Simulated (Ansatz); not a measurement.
# TiH (quartet): from Hartree-Fock to the top rungs at distance Ti1–H2 = 5.850 Å, def2-TZVP

Aim: climb from Hartree-Fock through coupled cluster and multireference methods for TiH (quartet) at one geometry and basis, and see what each rung misses.

Computed with Ansatz 0.2.0, Gaussian basis. Level: def2-TZVP, core rule «outside noble gas», up to 9 orbitals frozen.

The runs, in order: UHF; CCSD(T) on ROHF; CCSD(T) on UHF; CISD as a restricted active space (open shells left free, so some higher excitations enter); CCSDT(Q) on ROHF; CCSDT(Q) on UHF; CASSCF and MRCISD+Q, 5 electrons in 5 orbitals; CASSCF and NEVPT2, 5 electrons in 5 orbitals; Full CI.

47 further runs of the same task are left out: 33 for a known fault of the program, 12 that didn't finish, 2 set aside as unsound or not needed. Runs told in other sessions of the task aren't counted.

## Step 1: The geometry

The geometry derives from a PBE0/def2-TZVP stationary point (not a proven minimum). One bond is set to the value named and the two fragments are kept rigid.

2 atoms, charge 0, spin multiplicity 4.

Atoms are counted from 1 here; the program's logs count them from 0.

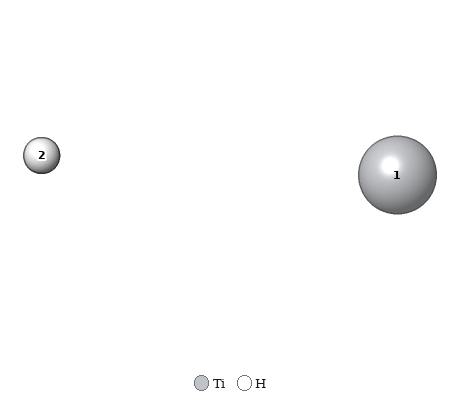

The geometry (titanium light grey, hydrogen white); atoms are numbered from 1 in the order of the file.

Coordinates:

```xyz
2

Ti    0.0000    0.0000    0.0000
H     0.0000    0.0000    5.8500
```

## Step 2: UHF

Input file in.yaml:

```yaml
crystal:
  periodic: [false, false, false]
  atoms:
    - {symbol: Ti, position_ang: [0.000000, 0.000000, 0.000000]}
    - {symbol: H, position_ang: [0.000000, 0.000000, 5.850000]}
basis:
  gaussian: {orbitals: def2-TZVP}
magnetization: {spin_polarized: true, initial_magnetization: 3}
hamiltonian: {xc: hf}
output: {orbitals: {seedname: orbitals}}
```

Launch:

```sh
ansatz run in.yaml --threads 1 --pin off --events-out ev --progress --plain --max-ram 2393MiB
```

The runs that follow: CCSD(T) on ROHF; CCSD(T) on UHF; CISD as a restricted active space (open shells left free, so some higher excitations enter); CCSDT(Q) on ROHF; CCSDT(Q) on UHF; CASSCF and MRCISD+Q, 5 electrons in 5 orbitals; CASSCF and NEVPT2, 5 electrons in 5 orbitals; Full CI.

**Question.** What will the summary of the whole plan be? Wanted: FCI from the RHF energy; RMP2 from FCI; UMP2 from FCI; RCCSD from FCI; RCCSD(T) from FCI; UCCSD(T) from FCI; RCCSDT(Q) from FCI; UCCSDT(Q) from FCI; NEVPT2 pair from FCI.

**Answer**, as computed:

| quantity | value |
| --- | --- |
| FCI from the ROHF energy | -1.3569 eV |
| RMP2 from FCI | +9.32 kcal/mol |
| UMP2 from FCI | +7.73 kcal/mol |
| RCCSD from FCI | +1.25 kcal/mol |
| RCCSD(T) from FCI | +0.42 kcal/mol |
| UCCSD(T) from FCI | -1.14 kcal/mol |
| RCCSDT(Q) from FCI | +0.01 kcal/mol |
| UCCSDT(Q) from FCI | -1.54 kcal/mol |
| NEVPT2 pair from FCI | +10.73 kcal/mol |
| MRCISD+Q pair from FCI | +0.18 kcal/mol |
| levels within 1 kcal/mol (43 meV) | UCCSD, RCCSD(T), RCCSDT, RCCSDT(Q), MRCISD+Q pair |
| T1 diagnostic | 0.023 |
| effectively unpaired electrons | 3.09 |

What this shows: RCCSD(T) lands +0.42 kcal/mol from the yardstick (1.3 % of the correlation energy). CCSD(T) misses by +0.42 kcal/mol on the restricted determinant and by -1.14 kcal/mol on the unrestricted one; the two need not hold the same state or core. UCCSD, UCCSD(T), UCCSDT, UCCSDT(Q) fall below full CI: unrestricted runs freeze a spin-polarised core, another one than full CI's, and coupled cluster isn't variational. One determinant dominates. Of the multireference levels listed MRCISD+Q pair comes nearest in total energy (+0.18 kcal/mol), which doesn't show that its space is the better one. These misses are within one basis, not against nature; the frozen cores of restricted and unrestricted runs differ, which can shift their rows.

Levels on UHF freeze UHF's core orbitals, full CI those of ROHF, so the U rows can settle a little off it for that reason alone.

With open shells the CI space here admits some higher excitations, so it is larger than plain CISD.
